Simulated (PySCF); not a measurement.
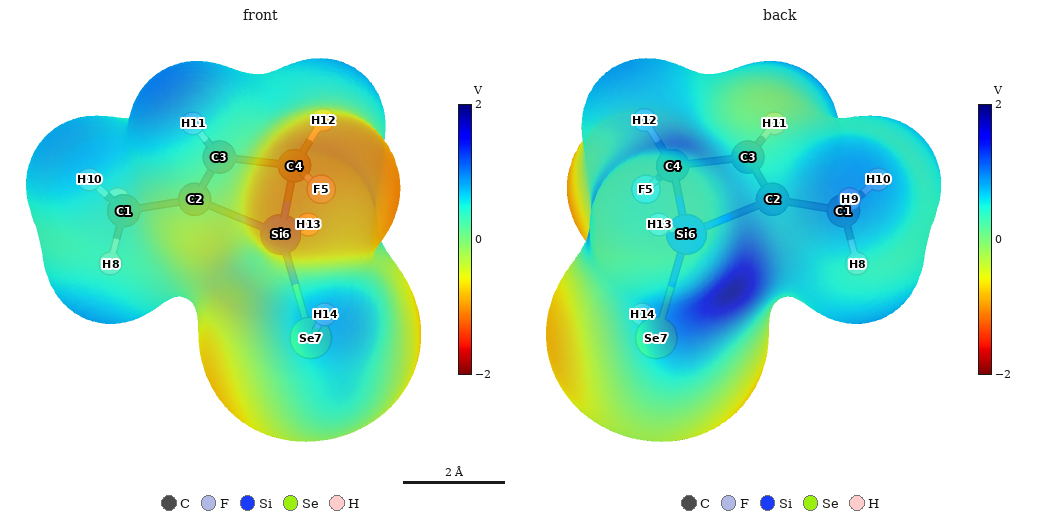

Figure. C₄H₇FSeSi. The molecular electrostatic potential painted on the density surface at 0.002 e/bohr³, seen from the front and from behind; red is negative and blue positive.

Geometry: GFN2-xTB.

The calculation used wB97X-D/def2-SVPD, SCF density, gas phase in PySCF 2.14.0.

```yaml
atoms:
  - { symbol: C, position_ang: [-0.1408, 2.1165, 0.5939] }
  - { symbol: C, position_ang: [-0.2451, 0.6992, 0.1657] }
  - { symbol: C, position_ang: [-0.7336, 0.1866, -0.9697] }
  - { symbol: C, position_ang: [-0.6202, -1.3029, -0.8285] }
  - { symbol: F, position_ang: [0.2111, -1.8818, -1.7805] }
  - { symbol: Si, position_ang: [0.2086, -0.9962, 0.9047] }
  - { symbol: Se, position_ang: [2.3874, -1.6426, 0.8845] }
  - { symbol: H, position_ang: [0.8988, 2.3650, 0.8034] }
  - { symbol: H, position_ang: [-0.7089, 2.2758, 1.5098] }
  - { symbol: H, position_ang: [-0.5176, 2.7843, -0.1781] }
  - { symbol: H, position_ang: [-1.1272, 0.6958, -1.8346] }
  - { symbol: H, position_ang: [-1.5659, -1.8440, -0.8951] }
  - { symbol: H, position_ang: [-0.4371, -1.4931, 2.1145] }
  - { symbol: H, position_ang: [2.3899, -1.9628, -0.5121] }
```

### Which sites attract a positive test charge, and which a negative one?

A positive charge is drawn to the negative regions and a negative charge to the positive ones. The most negative region (about −1.1 V, or −25 kcal/mol for a unit charge) lies over F5, the most positive (about +1.7 V, or +39 kcal/mol for a unit charge) over Si6.

### What dipole moment does the calculation give?

Its dipole moment is 2.61 D.
